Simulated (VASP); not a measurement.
```
Cd4STe3
1.0
    0.00000     3.16068     3.16068
    3.16068     0.00000     3.16068
   12.64255    12.64255     0.00015
Cd Te S
4 3 1
Direct
  0.02349   0.02349   0.98238
  0.00816   0.00816   0.24388
  0.99320   0.99320   0.50510
  0.97675   0.97675   0.76744
  0.26283   0.26283   0.05288
  0.24816   0.24816   0.31388
  0.23329   0.23329   0.57503
  0.25411   0.25411   0.80942
```

Computed with PBEsol GGA, VASP's PBE PAW potentials (set 64) (plane waves; VASP). Run with 400 eV cut-off, 7×7×2 Γ-centred mesh, tetrahedra with Blöchl corrections, potentials Cd Te S.

Unless said otherwise, spin-orbit coupling is left out, though it shifts the bands of the heavy elements here.

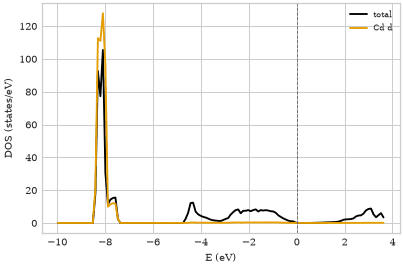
Fig. 1. Total and projected density of states, zero at the valence-band maximum

Within 2 eV below the valence-band maximum the largest weight inside VASP's projection spheres is Te p.

The gap is direct, 0.21 eV, from the valence maximum at Γ to the conduction minimum at Γ.

The structure was generated: Cd4STe3 was put into an ordered model structure (R3m), which need not be its known phase. It was relaxed first.
